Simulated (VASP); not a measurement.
Band structure of TiAs (relaxed from the zinc blende structure, space group F-43m). Method: PBEsol GGA, VASP's PBE PAW potentials (set 64) (plane waves; VASP).

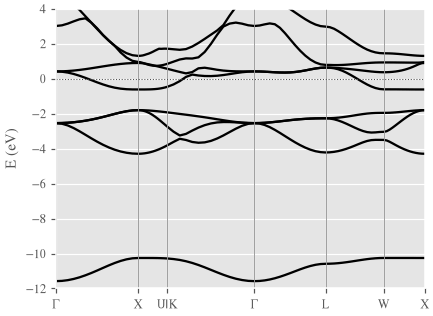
Fig. 1. Bands along high-symmetry lines, zero at the valence-band maximum or, without a gap, the Fermi level

**Question.** Read the plot: is there a gap, and where are the band edges?

**Answer.** It has no gap at this level: it comes out as a metal or semimetal. (Edges off the drawn lines would not show.)

The structure was generated: TiAs was put into the zinc blende type (F-43m), which need not be its known phase. It was relaxed first, which changed the volume by -31 %. The electron count is odd and the run is not spin-polarised, which forces a metal.
